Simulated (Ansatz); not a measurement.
# wB97M-V/def2-SVPD run of C2H5Al (SMILES C=[CH][AlH2])

What is the electronic atomisation energy of C2H5Al at wB97M-V/def2-SVPD? 

The calculation is run with Ansatz 0.2.0.

33 further runs of the same task are left out: 33 set aside as unsound or not needed.

## Step 1: Starting point

C2H5Al: 8 atoms, total charge 0, spin state singlet. As SMILES, `C=[CH][AlH2]`. The shape is that of a PBE0-D4/def2-TZVP optimisation.

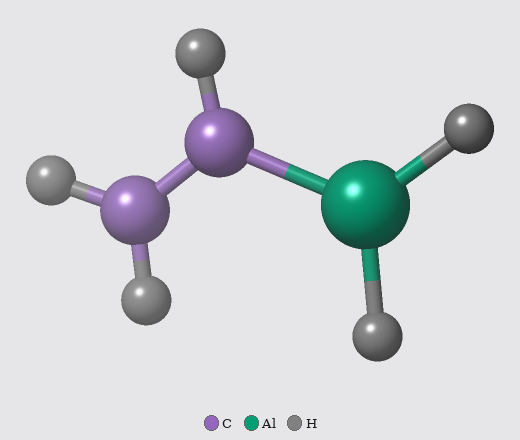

The structure, seen from a chosen angle (carbon purple, aluminium teal, hydrogen grey).

## Step 2: The energy at wB97M-V/def2-SVPD

molecule.yaml reads:

```yaml
crystal:
  periodic: [false, false, false]
  atoms:
    - {symbol: C, position_ang: [-1.029900, 0.829200, -0.357000]}
    - {symbol: C, position_ang: [0.199000, 0.651000, 0.138100]}
    - {symbol: Al, position_ang: [0.930800, -1.139300, 0.262000]}
    - {symbol: H, position_ang: [-1.636900, -0.008600, -0.695500]}
    - {symbol: H, position_ang: [-1.495000, 1.809300, -0.451900]}
    - {symbol: H, position_ang: [0.735600, 1.546100, 0.452700]}
    - {symbol: H, position_ang: [2.384000, -1.417900, 0.837700]}
    - {symbol: H, position_ang: [0.004400, -2.327000, -0.241900]}
basis:
  gaussian:
    orbitals: def2-SVPD
hamiltonian:
  xc: {name: wB97M-V}
accuracy: high
output: {orbitals: {seedname: orbitals}}
```

Run with:

```sh
$ ansatz run molecule.yaml --threads 1 --pin off --max-ram 3480MiB --events-out events.jsonl --progress --plain --runs-dir runs
```

The program printed:

```text
Warning: RAYON_NUM_THREADS=1 ignored (pool sized by the plan → 1); use --threads N
Functional definition: wB97M-V
  name "wB97M-V"
  parameter omega = 0.3/bohr
  parameter cx = 0.15
  parameter cx01 = 1.007
  parameter cx10 = 0.259
  parameter css00 = 0.443
  parameter css04 = -1.437
  parameter css10 = -4.535
  parameter css20 = -3.390
  parameter css43 = 4.278
  parameter cos00 = 1.000
  parameter cos10 = 1.358
  parameter cos20 = 2.924
  parameter cos21 = -8.812
  parameter cos60 = -1.390
  parameter cos61 = 9.142
  parameter b = 6.0
  parameter c = 0.01
  gx(w, u) = 1 - cx + cx01*u + cx10*w
  gss(w, u) = css00 + css04*u^4 + css10*w + css20*w^2 + css43*w^4*u^3
  gos(w, u) = cos00 + cos10*w + (cos20 + cos21*u)*w^2 + (cos60 + cos61*u)*w^6
  exchange = spin_sum(e_x_unif_sr(omega)*gx(b97_w, b97_u_x)) + cx*exact_x_sr(omega) + exact_x_lr(omega)
  correlation = spin_sum(e_c_pw_mod_same_spin*gss(b97_w, b97_u_same))
      + integral(e_c_pw_mod_opposite_spin*gos(b97_w_opposite, b97_u_opposite)) + vv10(b, c)
2110 factors; integrals over basis functions are off by at most 3.5e-9 eV
490 factors; integrals over basis functions are off by at most 1.9e-9 eV
mean field evaluation 1: about -8743.2495 eV, gradient 3.1e1 eV
mean field evaluation 2: about -8744.4533 eV, gradient 2.3e1 eV
mean field evaluation 4: about -8745.8038 eV, gradient 9.9e-1 eV
mean field evaluation 8: about -8745.8086 eV, gradient 4.9e-3 eV
mean field evaluation 16: about -8745.8086 eV, gradient 5.8e-7 eV
mean field -8745.80862486 eV, -321.4025388417 hartree, gradient 1.7e-8 eV, S^2 0.000000; 0 other end points of the search recorded, 0 dependent functions left out
reference -8745.80863092 eV, -321.4025390643 hartree; 15, 15 occupied and 89, 89 virtual orbitals, 2110 factors
Total energy: -8745.80863092 eV, -321.4025390643 hartree
```

Run time: 60 s. Hardware: 1 thread of Arm Neoverse V2, shared host; peak memory 0.6 GiB.

## Step 3: The Al atom, same level

input.yaml reads:

```yaml
crystal:
  periodic: [false, false, false]
  atoms:
    - {symbol: Al, position_ang: [0.000000, 0.000000, 0.000000]}
basis:
  gaussian: {orbitals: def2-SVPD}
magnetization: {spin_polarized: true, initial_magnetization: 1}
hamiltonian: {xc: {name: wB97M-V}}
accuracy: high
```

Run the same way, it converges to -242.26383 Eh (log not shown).

## Step 4: The C atom

molecule.yaml reads:

```yaml
crystal:
  periodic: [false, false, false]
  atoms:
    - {symbol: C, position_ang: [0.000000, 0.000000, 0.000000]}
basis:
  gaussian:
    orbitals: def2-SVPD
hamiltonian:
  xc: {name: wB97M-V}
magnetization:
  spin_polarized: true
  initial_magnetization: 2
accuracy: high
```

Run the same way, it converges to -37.80021 Eh (log not shown).

## Step 5: The H atom at the same level

Edit input.yaml of step 3 so:

```diff
@@ -3,3 +3,3 @@
   atoms:
-    - {symbol: Al, position_ang: [0.000000, 0.000000, 0.000000]}
+    - {symbol: H, position_ang: [0.000000, 0.000000, 0.000000]}
 basis:
```

Run with:

```sh
$ ansatz run input.yaml --threads 1 --pin off --max-ram 3480MiB --events-out events.jsonl --progress --plain --runs-dir runs
```

The program printed, cut to the lines that bear on the results:

```text
Warning: RAYON_NUM_THREADS=1 ignored (pool sized by the plan → 1); use --threads N
Functional definition: wB97M-V
  name "wB97M-V"
[...]
  gx(w, u) = 1 - cx + cx01*u + cx10*w
  gss(w, u) = css00 + css04*u^4 + css10*w + css20*w^2 + css43*w^4*u^3
  gos(w, u) = cos00 + cos10*w + (cos20 + cos21*u)*w^2 + (cos60 + cos61*u)*w^6
[...]
      + integral(e_c_pw_mod_opposite_spin*gos(b97_w_opposite, b97_u_opposite)) + vv10(b, c)
33 factors; integrals over basis functions are off by at most 2.1e-9 eV
32 factors; integrals over basis functions are off by at most 4.4e-10 eV
[...]
mean field -13.38016317 eV, -0.4917119273 hartree, gradient 3.0e-8 eV, S^2 0.750000; 0 other end points of the search recorded, 0 dependent functions left out
reference -13.38016526 eV, -0.4917120041 hartree; 1, 0 occupied and 7, 8 virtual orbitals, 33 factors
Total energy: -13.38016526 eV, -0.4917120041 hartree
```

Wall time 0.54 s (1 thread of Arm Neoverse V2, shared host); peak memory 0.099 GiB.

## Step 6: What came out

At wB97M-V/def2-SVPD:

| quantity | value |
| --- | --- |
| molecule: total energy | -321.40254 Eh |
| molecule: HOMO energy | -10.34 eV |
| molecule: LUMO energy | 0.10 eV |
| molecule: HOMO–LUMO gap | 10.44 eV |
| Al atom: total energy | -242.26383 Eh |
| Al atom: ⟨S²⟩ | 0.751 |
| C atom: total energy | -37.80021 Eh |
| C atom: ⟨S²⟩ | 2.002 |
| H atom: total energy | -0.49171 Eh |
| H atom: ⟨S²⟩ | 0.750 |
| electronic atomisation energy | 29.381 eV |

In words: Taking the molecule apart into free atoms costs 29.38 eV (678 kcal/mol), before zero-point energy and without spin-orbit coupling.
